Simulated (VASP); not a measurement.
# Li: surface energy and work function by face, part 3 of 4

How do surface energy, work function and relaxation of Li depend on the face?

VASP 6.6.1; PBE; plane waves and PAW (Li).

So far. Step 4 (Relaxing the slab, 7 atoms, face Li(110)): The run ended after 7 ionic steps, 0.007 eV below its first step, once the forces on the free atoms met EDIFFG = -0.03. Step 5 (Vacuum level and density of states, 7 atoms, face …): The vacuum level lies 3.18 eV above the Fermi level at the upper face; both faces agree, as the slab has next to no dipole.

## (6) Surface relaxation, 9 atoms, face Li(100)

System of this step: Li(100). The cell holds 9 atoms: 9 Li. Its edges and angles: a = 3.439 Å, b = 3.439 Å, c = 28.755 Å, α = 90.0°, β = 90.0°, γ = 90.0°. It derives from Li. 9 layers of bcc Li, cut at this functional's lattice. Vacuum lies along c.

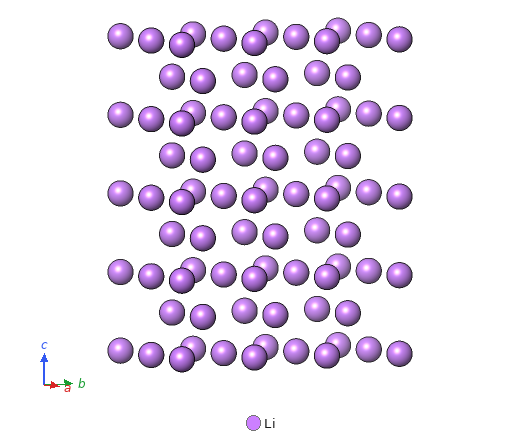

The cell of this step (lithium purple). 2×3×1 cells are drawn. Some periodic images of atoms are drawn too.

Input file INCAR:

```
SYSTEM = Li
PREC = Normal
ENCUT = 320
EDIFF = 1E-05
NELM = 120
ISMEAR = 1
SIGMA = 0.15
LREAL = .FALSE.
ALGO = Fast
GGA = PE
NBANDS = 13
LORBIT = 11
LWAVE = .FALSE.
LCHARG = .FALSE.
KPAR = 4
LASPH = .TRUE.
IBRION = 2
NSW = 40
ISIF = 2
EDIFFG = -0.03
POTIM = 0.4
MAXMIX = 40
```

Input file POSCAR:

```
Li
1.0
    3.4387239088      0.0000000000      0.0000000000
    0.0000000000      3.4387239088      0.0000000000
    0.0000000000      0.0000000000     28.7548956352
Li
9
Direct
    0.0000000000      0.0000000000      0.2608251500
    0.5000000000      0.5000000000      0.3206188600
    0.0000000000      0.0000000000      0.3804125800
    0.5000000000      0.5000000000      0.4402062900
    0.0000000000      0.0000000000      0.5000000000
    0.5000000000      0.5000000000      0.5597937100
    0.0000000000      0.0000000000      0.6195874200
    0.5000000000      0.5000000000      0.6793811400
    0.0000000000      0.0000000000      0.7391748500
```

Input file KPOINTS:

```
Automatic mesh
0
Gamma
9 9 1
0 0 0
```

PAW data sets: Li (PBE family, release 64).

Launch:

```console
mpirun -np 4 vasp_std
```

What it wrote:

```text
[banner, memory and clock lines left out]
running    4 mpi-ranks, on    1 nodes
 distrk:  each k-point on    1 cores,    4 groups
 distr:  one band on    1 cores,    1 groups

 POSCAR found type information on POSCAR Li
 POSCAR found :  1 types and       9 ions
 LDA part: xc-table for (Slater+PW92), standard interpolation
 POSCAR, INCAR and KPOINTS ok, starting setup
 FFT: planning ... GRIDC
 FFT: planning ... GRID_SOFT
 FFT: planning ... GRID
 WAVECAR not read
 entering main loop
       N       E                     dE             d eps       ncg     rms          rms(c)
DAV:   1    -0.704452462713E+01   -0.70445E+01   -0.16850E+03   390   0.271E+02
DAV:   2    -0.171936517985E+02   -0.10149E+02   -0.95671E+01   564   0.403E+01
DAV:   3    -0.177993023986E+02   -0.60565E+00   -0.57721E+00   539   0.911E+00
DAV:   4    -0.178220505027E+02   -0.22748E-01   -0.22739E-01   514   0.214E+00
DAV:   5    -0.178234293153E+02   -0.13788E-02   -0.13788E-02   616   0.487E-01    0.172E+00
RMM:   6    -0.177307057677E+02    0.92724E-01   -0.10330E+00   398   0.189E+00    0.245E+00
RMM:   7    -0.165730021439E+02    0.11577E+01   -0.10370E-01   392   0.804E-01    0.643E-01
RMM:   8    -0.164284331773E+02    0.14457E+00   -0.15909E-01   391   0.855E-01    0.476E-01
RMM:   9    -0.164359975027E+02   -0.75643E-02   -0.29033E-02   397   0.478E-01    0.263E-01
RMM:  10    -0.163996186151E+02    0.36379E-01   -0.17255E-02   392   0.358E-01    0.102E-01
RMM:  11    -0.164010497034E+02   -0.14311E-02   -0.75889E-03   394   0.248E-01    0.993E-02
RMM:  12    -0.164005792143E+02    0.47049E-03   -0.17690E-03   398   0.142E-01    0.766E-02
RMM:  13    -0.164012781189E+02   -0.69890E-03   -0.10611E-03   392   0.105E-01    0.191E-02
RMM:  14    -0.164015495272E+02   -0.27141E-03   -0.25272E-04   397   0.590E-02    0.160E-02
RMM:  15    -0.164017739910E+02   -0.22446E-03   -0.21157E-04   388   0.434E-02    0.816E-03
RMM:  16    -0.164018292554E+02   -0.55264E-04   -0.32768E-05   342   0.213E-02    0.579E-03
RMM:  17    -0.164019669813E+02   -0.13773E-03   -0.18663E-05   324   0.144E-02    0.175E-03
RMM:  18    -0.164020331712E+02   -0.66190E-04   -0.64331E-06   296   0.836E-03    0.165E-03
RMM:  19    -0.164020559109E+02   -0.22740E-04   -0.22635E-06   270   0.561E-03    0.495E-04
RMM:  20    -0.164020573031E+02   -0.13923E-05   -0.50733E-07   208   0.340E-03
   1 F= -.16402057E+02 E0= -.16405044E+02  d E =-.164021E+02
 curvature:   0.00 expect dE= 0.000E+00 dE for cont linesearch  0.000E+00
 trial: gam= 0.00000 g(F)=  0.114E-02 g(S)=  0.000E+00 ort = 0.000E+00 (trialstep = 0.100E+01)
 search vector abs. value=  0.114E-02
 bond charge predicted
       N       E                     dE             d eps       ncg     rms          rms(c)
DAV:   1    -0.164031762363E+02   -0.11203E-02   -0.13207E-03   505   0.136E-01    0.120E-02
RMM:   2    -0.164031539072E+02    0.22329E-04   -0.61668E-05   390   0.306E-02    0.128E-03
RMM:   3    -0.164031558486E+02   -0.19414E-05   -0.91174E-06   270   0.163E-02
   2 F= -.16403156E+02 E0= -.16406159E+02  d E =-.109855E-02
[...]
3 F= -.16405978E+02 E0= -.16409045E+02  d E =-.392108E-02
 curvature:  -2.85 expect dE=-0.170E-02 dE for cont linesearch -0.168E-02
 ZBRENT: increasing intervall
 opt :  10.0000  next Energy=   -16.409470 (dE=-0.741E-02)
 bond charge predicted
       N       E                     dE             d eps       ncg     rms          rms(c)
DAV:   1    -0.164101932484E+02   -0.42166E-02   -0.47900E-02   415   0.817E-01    0.703E-02
RMM:   2    -0.164094586899E+02    0.73456E-03   -0.20945E-03   399   0.182E-01    0.141E-03
RMM:   3    -0.164094989044E+02   -0.40215E-04   -0.36203E-04   410   0.969E-02    0.194E-03
RMM:   4    -0.164095058984E+02   -0.69941E-05   -0.66974E-05   387   0.395E-02
   4 F= -.16409506E+02 E0= -.16412664E+02  d E =-.744860E-02
 curvature:  -5.93 expect dE=-0.841E-03 dE for cont linesearch -0.619E-03
 trial: gam=-0.17807 g(F)=  0.142E-03 g(S)=  0.000E+00 ort = 0.344E-03 (trialstep = 0.280E+01)
 search vector abs. value=  0.552E-04
 reached required accuracy - stopping structural energy minimisation
```

It took 30 s on 4 MPI ranks of AMD EPYC 7R13 (Zen 3), shared host; peak memory 0.66 GiB.

From OUTCAR (step 6):

```text
   k-points           NKPTS =     15   k-points in BZ     NKDIM =     15   number of bands    NBANDS=     13

   ENCUT  =  320.0 eV  23.52 Ry    4.85 a.u.   5.02  5.02 41.94*2*pi/ulx,y,z

   NELECT =       9.0000    total number of electrons

 E-fermi :  -1.0690

 k-point     1 :       0.0000    0.0000    0.0000
  band No.  band energies     occupation
    ...
      2      -4.3025      2.00000
      3      -3.8454      2.00000
      4      -3.1898      2.00000
      5      -2.3968      2.00000
      6      -1.5221      2.00017
      7      -0.6571     -0.00072
      8       0.2649     -0.00000
      9       1.2712     -0.00000
     10       2.0385      0.00000
     11       2.1136      0.00000
    ...

  Total       -0.5740928     -0.5740928     -0.0925958      0.0000000      0.0000000      0.0000000
  in kB       -2.7051183     -2.7051183     -0.4363104      0.0000000      0.0000000      0.0000000
  external PRESSURE =      -1.9488490 kB  Pullay stress =       0.0000000 kB

 POSITION                                       TOTAL-FORCE (eV/Angst)
 -----------------------------------------------------------------------------------
      3.43872      3.43872      7.47450        -0.000000      0.000000     -0.019243
      1.71936      1.71936      9.25677        -0.000000      0.000000      0.026461
      0.00000      0.00000     10.93987         0.000000     -0.000000      0.020959
      1.71936      1.71936     12.64607        -0.000000     -0.000000     -0.018098
      0.00000      0.00000     14.37745        -0.000000      0.000000      0.000000
      1.71936      1.71936     16.10883         0.000000      0.000000      0.018098
      0.00000      0.00000     17.81503         0.000000     -0.000000     -0.020959
      1.71936      1.71936     19.49812         0.000000     -0.000000     -0.026461
      0.00000      3.43872     21.28040        -0.000000      0.000000      0.019243
 -----------------------------------------------------------------------------------
    total drift:                               -0.000000     -0.000000     -0.000000

  FREE ENERGIE OF THE ION-ELECTRON SYSTEM (eV)
  ---------------------------------------------------
  free  energy   TOTEN  =       -16.4095058984 eV

  energy  without entropy=      -16.4189806404  energy(sigma->0) =      -16.41266415

[... 1 part as in an earlier step ...]

[... 15 further parts left out ...]
```

CONTCAR:

```
Li
   1.00000000000000
     3.4387239088000001    0.0000000000000000    0.0000000000000000
     0.0000000000000000    3.4387239088000001    0.0000000000000000
     0.0000000000000000    0.0000000000000000   28.7548956352000005
  Li
     9
Direct
     1.0000000000000000    1.0000000000000000    0.2599383547397242
     0.5000000000000000    0.5000000000000000    0.3219198552020224
     0.0000000000000000    0.0000000000000000    0.3804523349510572
     0.5000000000000000    0.5000000000000000    0.4397883174286221
     0.0000000000000000    0.0000000000000000    0.5000000000000000
     0.5000000000000000    0.5000000000000000    0.5602116825713780
     0.0000000000000000    0.0000000000000000    0.6195476650489428
     0.5000000000000000    0.5000000000000000    0.6780801447979776
     0.0000000000000000    1.0000000000000000    0.7400616452602760
```

The run keeps the 16 symmetry operations of its start, so it cannot find a distortion of lower symmetry.

Relaxation path:

```
step  energy less that of the first step (eV)  largest force (eV/Å)
   1                                   0.0000                0.0969
   2                                  -0.0011                0.0895
   3                                  -0.0039                0.0686
   4                                  -0.0074                0.0265
```

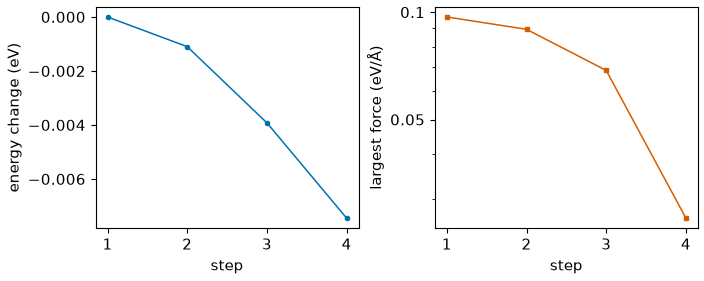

Energy and largest force along the relaxation.

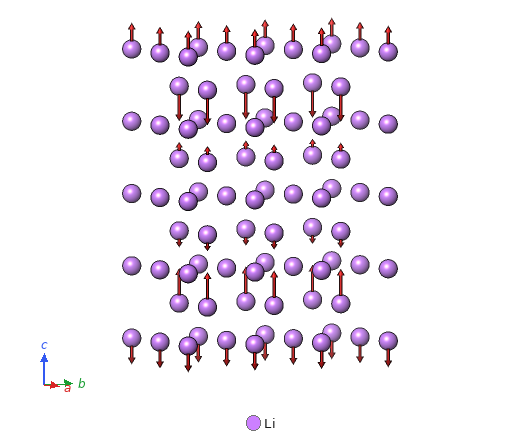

Displacements in the relaxation, exaggerated; the longest in the cell stands for 0.04 Å. 2×3×1 cells are drawn. Some periodic images of atoms are drawn too.

The atoms that moved most (Å):

| atom | dx | dy | dz | length |
| --- | --- | --- | --- | --- |
| Li2 | 0.000 | 0.000 | 0.037 | 0.037 |
| Li8 | 0.000 | 0.000 | -0.037 | 0.037 |
| Li1 | 0.000 | 0.000 | -0.025 | 0.025 |
| Li9 | 0.000 | 0.000 | 0.025 | 0.025 |
| Li6 | 0.000 | 0.000 | 0.012 | 0.012 |
| Li4 | 0.000 | 0.000 | -0.012 | 0.012 |

The relaxed structure:

```xyz
9
Lattice="3.4387 0.0000 0.0000 0.0000 3.4387 0.0000 0.0000 0.0000 28.7549" Properties=species:S:1:pos:R:3
Li    0.0000    0.0000    7.4745
Li    1.7194    1.7194    9.2568
Li    0.0000    0.0000   10.9399
Li    1.7194    1.7194   12.6461
Li    0.0000    0.0000   14.3774
Li    1.7194    1.7194   16.1088
Li    0.0000    0.0000   17.8150
Li    1.7194    1.7194   19.4981
Li    0.0000    0.0000   21.2804
```

Numbers from this step:

```yaml
electronic_steps: 31
electrons: 9
free_energy_toten: -16.41 eV
energy_at_zero_smearing: -16.41 eV
fermi_energy: -1.069 eV
```

The run ended after 4 ionic steps, 0.007 eV below its first step, once the forces on the free atoms met EDIFFG = -0.03.

## (7) Potential and states of the slab, 9 atoms, face Li(100)

Input file INCAR:

```
SYSTEM = Li
PREC = Normal
ENCUT = 320
EDIFF = 1E-06
NELM = 120
ISMEAR = 1
SIGMA = 0.15
LREAL = .FALSE.
ALGO = Fast
GGA = PE
NBANDS = 13
LORBIT = 11
LWAVE = .FALSE.
LCHARG = .TRUE.
KPAR = 4
LASPH = .TRUE.
IDIPOL = 3
LDIPOL = .TRUE.
DIPOL = 0.5 0.5 0.5
LVHAR = .TRUE.
LVACPOTAV = .TRUE.
NEDOS = 1500
```

Input file POSCAR:

```
Li
1.0
    3.4387239088      0.0000000000      0.0000000000
    0.0000000000      3.4387239088      0.0000000000
    0.0000000000      0.0000000000     28.7548956352
Li
9
Direct
    0.0000000000      0.0000000000      0.2599383547
    0.5000000000      0.5000000000      0.3219198552
    0.0000000000      0.0000000000      0.3804523350
    0.5000000000      0.5000000000      0.4397883174
    0.0000000000      0.0000000000      0.5000000000
    0.5000000000      0.5000000000      0.5602116826
    0.0000000000      0.0000000000      0.6195476650
    0.5000000000      0.5000000000      0.6780801448
    0.0000000000      0.0000000000      0.7400616453
```

KPOINTS is that of step 6.

Launch:

```console
mpirun -np 4 vasp_std
```

What it wrote:

```text
[... set-up lines as in an earlier step ...]
 entering main loop
       N       E                     dE             d eps       ncg     rms          rms(c)
DAV:   1    -0.708163117756E+01   -0.70816E+01   -0.16844E+03   390   0.271E+02
DAV:   2    -0.172903212705E+02   -0.10209E+02   -0.96200E+01   577   0.403E+01
DAV:   3    -0.178764060240E+02   -0.58608E+00   -0.55897E+00   544   0.889E+00
DAV:   4    -0.178981595970E+02   -0.21754E-01   -0.21744E-01   501   0.211E+00
DAV:   5    -0.178994626083E+02   -0.13030E-02   -0.13030E-02   634   0.472E-01    0.176E+00
RMM:   6    -0.177536823650E+02    0.14578E+00   -0.11169E+00   522   0.195E+00    0.245E+00
RMM:   7    -0.165781080236E+02    0.11756E+01   -0.15139E-01   415   0.896E-01    0.635E-01
RMM:   8    -0.164365255247E+02    0.14158E+00   -0.14116E-01   483   0.833E-01    0.474E-01
RMM:   9    -0.164440598201E+02   -0.75343E-02   -0.32858E-02   448   0.480E-01    0.268E-01
RMM:  10    -0.164061487764E+02    0.37911E-01   -0.19357E-02   479   0.370E-01    0.115E-01
RMM:  11    -0.164096271551E+02   -0.34784E-02   -0.65187E-03   465   0.235E-01    0.110E-01
RMM:  12    -0.164080532214E+02    0.15739E-02   -0.15180E-03   492   0.133E-01    0.641E-02
RMM:  13    -0.164087811820E+02   -0.72796E-03   -0.12828E-03   461   0.107E-01    0.190E-02
RMM:  14    -0.164090301753E+02   -0.24899E-03   -0.24727E-04   478   0.594E-02    0.165E-02
RMM:  15    -0.164092428449E+02   -0.21267E-03   -0.20067E-04   484   0.437E-02    0.979E-03
RMM:  16    -0.164092821872E+02   -0.39342E-04   -0.39640E-05   497   0.230E-02    0.546E-03
RMM:  17    -0.164094204581E+02   -0.13827E-03   -0.17184E-05   482   0.144E-02    0.184E-03
RMM:  18    -0.164094766314E+02   -0.56173E-04   -0.49951E-06   451   0.840E-03    0.141E-03
RMM:  19    -0.164095051386E+02   -0.28507E-04   -0.25172E-06   428   0.569E-03    0.520E-04
RMM:  20    -0.164095064641E+02   -0.13255E-05   -0.66831E-07   373   0.327E-03    0.307E-04
RMM:  21    -0.164095072917E+02   -0.82757E-06   -0.17361E-07   345   0.198E-03
 [... a notice as in an earlier step ...]

   1 F= -.16409507E+02 E0= -.16412671E+02  d E =0.949236E-02
```

It took 21 s on 4 MPI ranks; peak memory 0.61 GiB; 77 s of CPU time.

Parts of OUTCAR (step 7):

```text
   NELECT =       9.0000    total number of electrons

 dipolmoment           0.000000      0.000000     -0.000000 electrons x Angstroem

 E-fermi :  -1.0696

 k-point     1 :       0.0000    0.0000    0.0000
  band No.  band energies     occupation
    ...
      2      -4.3030      2.00000
      3      -3.8458      2.00000
      4      -3.1903      2.00000
      5      -2.3973      2.00000
      6      -1.5225      2.00017
      7      -0.6575     -0.00072
      8       0.2645     -0.00000
      9       1.2710     -0.00000
     10       2.1132      0.00000
     11       4.5336      0.00000
    ...

  Total       -0.5739793     -0.5739793     -0.0918216      0.0000000     -0.0000000     -0.0000000
  in kB       -2.7045835     -2.7045835     -0.4326620      0.0000000     -0.0000000     -0.0000000
  external PRESSURE =      -1.9472763 kB  Pullay stress =       0.0000000 kB

 POSITION                                       TOTAL-FORCE (eV/Angst)
 -----------------------------------------------------------------------------------
      0.00000      0.00000      7.47450         0.000000      0.000000     -0.019714
      1.71936      1.71936      9.25677         0.000000     -0.000000      0.027342
      0.00000      0.00000     10.93987         0.000000     -0.000000      0.021246
      1.71936      1.71936     12.64607        -0.000000      0.000000     -0.018263
      0.00000      0.00000     14.37745         0.000000      0.000000      0.000000
      1.71936      1.71936     16.10883         0.000000     -0.000000      0.018263
      0.00000      0.00000     17.81503        -0.000000      0.000000     -0.021246
      1.71936      1.71936     19.49812        -0.000000      0.000000     -0.027342
      0.00000      0.00000     21.28040         0.000000      0.000000      0.019714
 -----------------------------------------------------------------------------------
    total drift:                               -0.000000     -0.000000     -0.000000

  FREE ENERGIE OF THE ION-ELECTRON SYSTEM (eV)
  ---------------------------------------------------
  free  energy   TOTEN  =       -16.4095072917 eV

  energy  without entropy=      -16.4189996543  energy(sigma->0) =      -16.41267141

 vacuum level on the upper side and lower side of the slab         1.944         1.944

[... 7 parts as in an earlier step ...]

[... 10 further parts left out ...]
```

This step gave:

```
electronic steps                           : 21
Fermi energy                               : -1.070 eV
vacuum levels                              : 1.944, 1.944 eV
work functions of the upper and lower face : 3.014, 3.014 eV
```

The planar average of the electrostatic potential oscillates, so the rows of the table below give means over windows of 1.71 Å about each position, cut where the curve ends. Its maxima inside the range that stand out by 2 % of the span (Å: eV): 8.4: 0.615, 10.2: 0.434, 11.8: 0.561, 13.5: 0.550, 15.3: 0.550, 17.0: 0.561, 18.6: 0.434, 20.3: 0.615. Its minima: 7.4: -1.79, 9.2: -1.43, 11.0: -1.40, 12.7: -1.41, 14.4: -1.46, 16.1: -1.41, 17.8: -1.40, 19.5: -1.43, 21.3: -1.79.

Zero at the Fermi level. Planar average of the electrostatic potential against height; means over each step:

| height (Å) | planar average of the electrostatic potential (eV) |
| --- | --- |
| 0.85 | 3.01 |
| 2.56 | 3.01 |
| 4.28 | 2.97 |
| 5.98 | 2.10 |
| 7.70 | -0.598 |
| 9.41 | -0.443 |
| 11.12 | -0.405 |
| 12.82 | -0.400 |
| 14.54 | -0.433 |
| 16.25 | -0.400 |
| 17.96 | -0.429 |
| 19.66 | -0.410 |
| 21.38 | -0.537 |
| 23.09 | 2.47 |
| 24.79 | 2.99 |
| 26.50 | 3.01 |
| 28.21 | 3.01 |

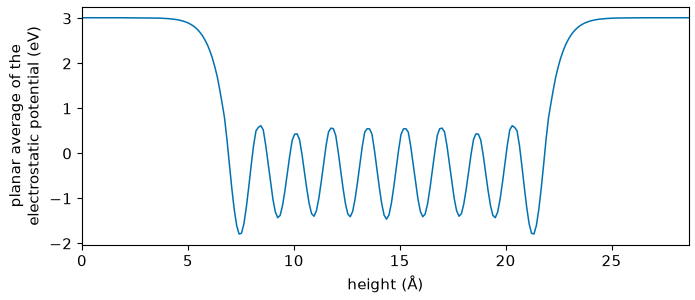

Planar average of the electrostatic potential against height.

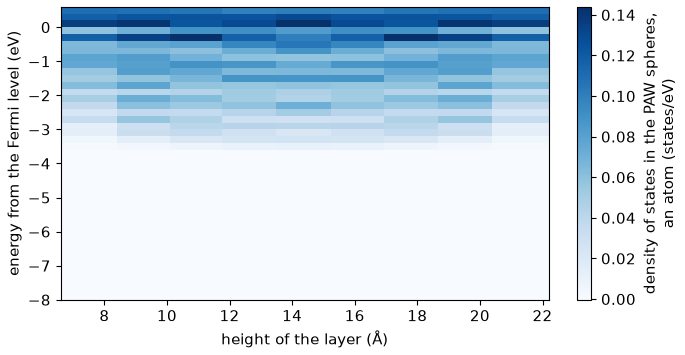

Density of states in the PAW spheres, an atom over height of the layer and energy from the Fermi level.

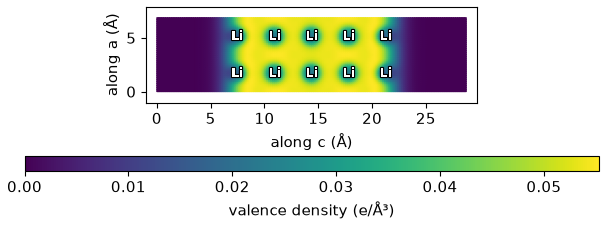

Valence density in the ca plane at fractional y = 0.000, with atoms of Li within 0.2 Å of it. It is the smooth field of the valence electrons, not physical close to the nuclei. The map starts off the cell's origin, so that atoms lie inside it.

The map of layer states is cut here 0.5 eV above the Fermi level, so it leaves out the states above that.

The vacuum level lies 3.01 eV above the Fermi level at the upper face; both faces agree, as the slab has next to no dipole.

The program found no field-free point at its default tolerance, but its printed level agrees with the flat part of the planar average.

On this mesh the fine structure of the density of states is sampling noise, and high empty states may be cut by the number of bands.

(Part 3 of 4 ends here.)

[Lines on the potential files, build, host, timing and source positions are cut from VASP's logs without a mark.]

[Logs are printed without paths, hosts, clocks, repeated set-up lines and the standing remarks that a program may print on its own settings, such as how far it seeks lower states.]

[Hosts, paths, dates, database ids (printed as entryN), source tags and the programs' standing remarks are cut or masked in the printed files.]

[Runs that stopped without an error message from VASP are left out.]
